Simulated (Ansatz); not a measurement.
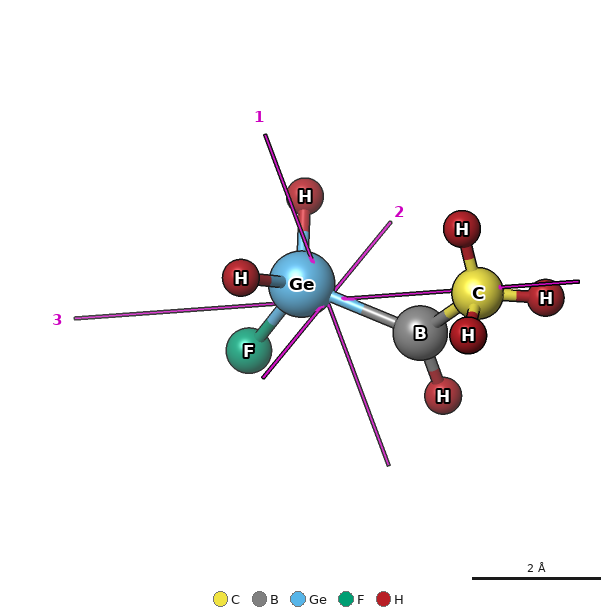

The three principal axes of inertia are drawn and numbered. Distant atoms are faded towards the background colour. The computed structure is the end point of a PBE0-D4/def2-TZVP optimisation. No frequency run is at hand to confirm it as a minimum. Masses are those of the most abundant isotopes; constants are for the rigid equilibrium geometry.

### Which line is the a axis (least moment of inertia), which b and which c?

a is line 3, b is line 1, c is line 2; the moments are 38.1, 218, 247 u Å².

### Classify the rotor and give the rotational constants (MHz).

An asymmetric top (C1): A = 13257, B = 2313, C = 2046 MHz. Ray's parameter κ is −0.95, close to the prolate limit.
